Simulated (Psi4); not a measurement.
# BCl3 (boron trichloride) at wB97X/6-311+G(d,p)

Aim: the vertical ionisation energy of BCl3 (boron trichloride) at wB97X/6-311+G**, from 2 runs. The job is set up through a Python script.

The results are computed with Psi4 1.11.

## Step 1: The system as given

The species is BCl3 (4 atoms), meant as a singlet with charge 0. SMILES: `ClB(Cl)Cl`. The shape is that of a PBE0-D4/def2-TZVP optimisation.

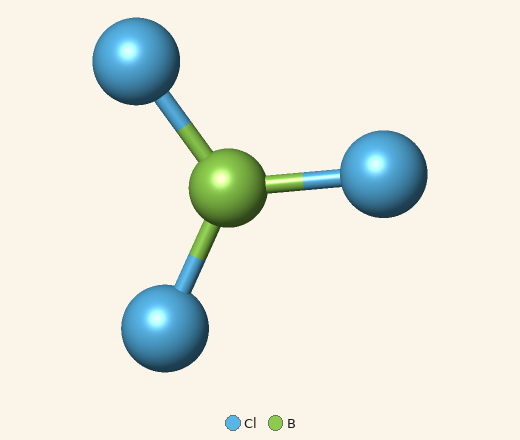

Viewed from a chosen angle; chlorine blue, boron green.

## Step 2: Energy and gradient at wB97X/6-311+G(d,p)

calc.py

```python
import psi4

psi4.set_memory('2200 MB')
psi4.set_num_threads(1)
psi4.set_output_file('psi4.out', False)

geom = psi4.geometry("""
0 1
Cl    -0.257920     0.516440     1.638340
B      0.000000     0.000000    -0.000010
Cl     0.942010    -1.423060    -0.324000
Cl    -0.684100     0.906610    -1.314320
symmetry c1
""")

options = {'basis': '6-311+G**', 'puream': True, 'e_convergence': 1e-09, 'd_convergence': 1e-08, 'scf_type': 'pk', 'dft_radial_points': 99, 'dft_spherical_points': 590}
psi4.set_options(options)

e, wfn = psi4.gradient('WB97X', return_wfn=True)
print('gradient / Eh bohr^-1')
print(e.np.round(6))
print(f'energy = {wfn.energy():.10f} Eh')
```

Run with:

```bash
$ python calc.py
```

psi4.out:

```text
[...]
  Running in c1 symmetry.
[...]
  Nuclear repulsion =  230.173161754506793
[...]
  Multiplicity = 1
[...]
  Nalpha       = 28
  Nbeta        = 28
[...]
    Number of basis functions: 112
[...]
   @RKS iter   1: -1405.56608987891286   -1.32147e-01   2.80730e-03 DIIS/ADIIS
[...]
   @RKS iter   9: -1405.59891179118199   -4.97948e-11   7.05325e-09 DIIS
[...]
    Orbital Energies [Eh]
    ---------------------
    Doubly Occupied:
       1A   -101.544956     2A   -101.544954     3A   -101.544952
       4A     -9.581610     5A     -9.581607     6A     -9.581563
       7A     -7.342917     8A     -7.342914     9A     -7.342911
      10A     -7.336955    11A     -7.336952    12A     -7.336949
      13A     -7.334908    14A     -7.334905    15A     -7.334903
      16A     -6.999851    17A     -1.036715    18A     -0.982150
      19A     -0.982145    20A     -0.652455    21A     -0.574013
      22A     -0.574011    23A     -0.529410    24A     -0.462858
      25A     -0.462856    26A     -0.455284    27A     -0.455282
      28A     -0.426941
[...]
  @RKS Final Energy: -1405.59891179118199
   => Energetics <=
    Nuclear Repulsion Energy =            230.1731617545067934
    One-Electron Energy =               -2397.4453465881251759
    Two-Electron Energy =                 829.2994187890174089
    DFT Exchange-Correlation Energy =     -67.6261457465812583
    Empirical Dispersion Energy =           0.0000000000000000
    VV10 Nonlocal Energy =                  0.0000000000000000
    Total Energy =                      -1405.5989117911819903
[...]
 Multipole Moments:
 ------------------------------------------------------------------------------------
     Multipole            Electronic (a.u.)      Nuclear  (a.u.)        Total (a.u.)
 ------------------------------------------------------------------------------------
 L = 1.  Multiply by 2.5417464519 to convert [e a0] to [Debye]
 Dipole X            :         -0.0000190           -0.0000020           -0.0000211
 Dipole Y            :          0.0000348           -0.0000020            0.0000328
 Dipole Z            :         -0.0000559            0.0000100           -0.0000458
 Magnitude           :                                                    0.0000602
[...]
  -Total Gradient:
     Atom            X                  Y                   Z
    ------   -----------------  -----------------  -----------------
       1        0.000528680501    -0.001058437961    -0.003350472447
       2       -0.000005326160     0.000008874680    -0.000005148674
       3       -0.001912116367     0.002887909545     0.000655571333
       4        0.001397675528    -0.001852212750     0.002692031292
[...]
```

On the terminal:

```text
gradient / Eh bohr^-1
[[ 5.290e-04 -1.058e-03 -3.350e-03]
 [-5.000e-06  9.000e-06 -5.000e-06]
 [-1.912e-03  2.888e-03  6.560e-04]
 [ 1.398e-03 -1.852e-03  2.692e-03]]
energy = -1405.5989117912 Eh
```

Run time: 54 s. Hardware: 1 thread of AMD EPYC 7R43 (Zen 3), shared host; peak memory 0.91 GiB.

## Step 3: The doublet cation, same level

bcl3.xyz

```xyz
4
BCl3
Cl    -0.257920     0.516440     1.638340
B      0.000000     0.000000    -0.000010
Cl     0.942010    -1.423060    -0.324000
Cl    -0.684100     0.906610    -1.314320
```

bcl3.py

```python
import psi4

psi4.set_memory('2200 MB')
psi4.set_num_threads(1)
psi4.core.set_output_file('psi4.out', False)

with open('bcl3.xyz') as f:
    atoms = ''.join(f.readlines()[2:])
m = psi4.geometry('1 2\n' + atoms + 'symmetry c1')

options = {'reference': 'uks', 'puream': True, 'e_convergence': 1e-09, 'd_convergence': 1e-08, 'scf_type': 'pk', 'dft_radial_points': 99, 'dft_spherical_points': 590, 'maxiter': 100}
psi4.set_options(options)

energy_value, wavefunction = psi4.gradient('wb97x/6-311+G**', molecule=m, return_wfn=True)
print('gradient / Eh bohr^-1')
print(energy_value.np.round(6))
print(f'energy = {wavefunction.energy():.10f} Eh')
```

Run with:

```bash
$ python bcl3.py
```

psi4.out:

```text
[...]
  Running in c1 symmetry.
[...]
  Nuclear repulsion =  230.173161754506793
[...]
  Multiplicity = 2
[...]
  Nalpha       = 28
  Nbeta        = 27
[...]
    Number of basis functions: 112
[...]
   @UKS iter   1: -1405.14320529936435    2.90738e-01   1.97901e-03 ADIIS/DIIS
[...]
   @UKS iter  12: -1405.16335127730667   -4.54747e-13   3.42006e-09 DIIS
[...]
   @S^2 Observed:                7.564107833E-01
[...]
    Orbital Energies [Eh]
    ---------------------
    Alpha Occupied:
       1A   -101.810732     2A   -101.810724     3A   -101.810719
       4A     -9.843686     5A     -9.843678     6A     -9.843637
       7A     -7.604010     8A     -7.604000     9A     -7.603996
      10A     -7.603267    11A     -7.603260    12A     -7.603256
      13A     -7.596607    14A     -7.596599    15A     -7.596595
      16A     -7.234087    17A     -1.285596    18A     -1.233869
      19A     -1.233864    20A     -0.891121    21A     -0.816657
      22A     -0.816656    23A     -0.762223    24A     -0.716240
      25A     -0.716234    26A     -0.692491    27A     -0.692486
      28A     -0.688619
    Alpha Virtual:
[...]
  @UKS Final Energy: -1405.16335127730667
   => Energetics <=
    Nuclear Repulsion Energy =            230.1731617545067934
    One-Electron Energy =               -2383.3684048835339127
    Two-Electron Energy =                 815.4649154022433777
    DFT Exchange-Correlation Energy =     -67.4330235505230320
    Empirical Dispersion Energy =           0.0000000000000000
    VV10 Nonlocal Energy =                  0.0000000000000000
    Total Energy =                      -1405.1633512773066741
[...]
 Multipole Moments:
 ------------------------------------------------------------------------------------
     Multipole            Electronic (a.u.)      Nuclear  (a.u.)        Total (a.u.)
 ------------------------------------------------------------------------------------
 L = 1.  Multiply by 2.5417464519 to convert [e a0] to [Debye]
 Dipole X            :         -0.0000023           -0.0000020           -0.0000043
 Dipole Y            :          0.0000208           -0.0000020            0.0000188
 Dipole Z            :          0.0000825            0.0000100            0.0000925
 Magnitude           :                                                    0.0000945
[...]
  -Total Gradient:
     Atom            X                  Y                   Z
    ------   -----------------  -----------------  -----------------
       1       -0.001541531869     0.003086639398     0.009796332634
       2       -0.000004713465     0.000008465411     0.000002687963
       3        0.005646610153    -0.008530829014    -0.001946237039
       4       -0.004091834926     0.005422539641    -0.007859417698
[...]
```

Standard output:

```text
gradient / Eh bohr^-1
[[-1.542e-03  3.087e-03  9.796e-03]
 [-5.000e-06  8.000e-06  3.000e-06]
 [ 5.647e-03 -8.531e-03 -1.946e-03]
 [-4.092e-03  5.423e-03 -7.859e-03]]
energy = -1405.1633512773 Eh
```

Run time: 73 s. Hardware: 1 thread of AMD EPYC 7R43 (Zen 3), shared host; peak memory 0.91 GiB.

## Step 4: What came out

Level: wB97X/6-311+G**.

```
                                          quantity           value
                        singlet BCl3: total energy  -1405.59891 Eh
                       singlet BCl3: dipole moment          0.00 D
                         singlet BCl3: HOMO energy       -11.62 eV
                         singlet BCl3: LUMO energy         0.44 eV
                       singlet BCl3: HOMO–LUMO gap        12.06 eV
            singlet BCl3: largest force on an atom      0.183 eV/Å
                      doublet cation: total energy  -1405.16335 Eh
doublet cation: HOMO energy (highest over α and β)       -17.91 eV
 doublet cation: LUMO energy (lowest over α and β)       -12.10 eV
                              doublet cation: ⟨S²⟩           0.756
          doublet cation: largest force on an atom      0.535 eV/Å
vertical ionisation energy (to the doublet cation)       11.852 eV
```

In words: Removing an electron at fixed nuclei costs 11.85 eV (1144 kJ/mol). −ε(HOMO) before ionisation, 11.62 eV, is 0.23 eV below this ionisation energy.
